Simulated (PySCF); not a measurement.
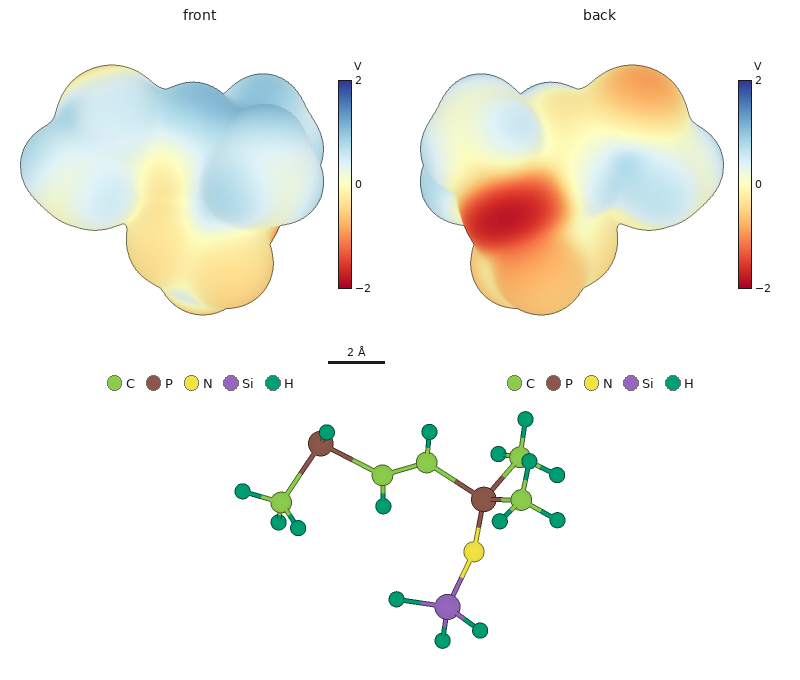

Figure 1: C₅H₁₅NP₂Si. The molecular electrostatic potential painted on the density surface at 0.001 e/bohr³, seen from the front and from behind; the colour scale runs from red (negative) to blue (positive). The bare structure is drawn below in the same view.

Geometry: GFN2-xTB.

All numbers below come from PBE0/pcSseg-1, SCF density, gas phase, non-relativistic in PySCF.

| atom | x (Å) | y (Å) | z (Å) |
| --- | --- | --- | --- |
| C | 3.8185 | 0.0313 | 0.4277 |
| P | 2.9300 | -1.2910 | -0.5177 |
| C | 1.2915 | -0.5205 | -0.5121 |
| C | 0.1340 | -1.1123 | -0.2360 |
| P | -1.3776 | -0.1089 | -0.3868 |
| C | -2.4633 | -0.7974 | 0.9331 |
| C | -2.1492 | -0.6559 | -1.9488 |
| N | -1.1743 | 1.4395 | -0.4544 |
| Si | -0.6469 | 2.4812 | 0.8031 |
| H | 4.8147 | -0.3240 | 0.6835 |
| H | 3.2778 | 0.3012 | 1.3327 |
| H | 3.9160 | 0.9083 | -0.2107 |
| H | 2.6938 | -2.1408 | 0.5713 |
| H | 1.2625 | 0.5167 | -0.8385 |
| H | 0.0692 | -2.1444 | 0.0831 |
| H | -3.4186 | -0.2760 | 0.8854 |
| H | -2.6193 | -1.8670 | 0.8107 |
| H | -2.0039 | -0.6001 | 1.9008 |
| H | -1.5174 | -0.3152 | -2.7668 |
| H | -3.1267 | -0.1854 | -2.0361 |
| H | -2.2474 | -1.7393 | -1.9813 |
| H | 0.6363 | 2.0848 | 1.4149 |
| H | -0.5013 | 3.7723 | 0.1379 |
| H | -1.6102 | 2.5627 | 1.9125 |

Where is the surface potential most negative and most positive?

Answer. The most negative region (about −1.8 V) lies over N8, the most positive (about +1.1 V) over C4, H15, H17 and H21. N8 is the likeliest acceptor of a hydrogen bond.

How polar is the molecule by this calculation?

Answer. Its dipole moment is 3.53 D.
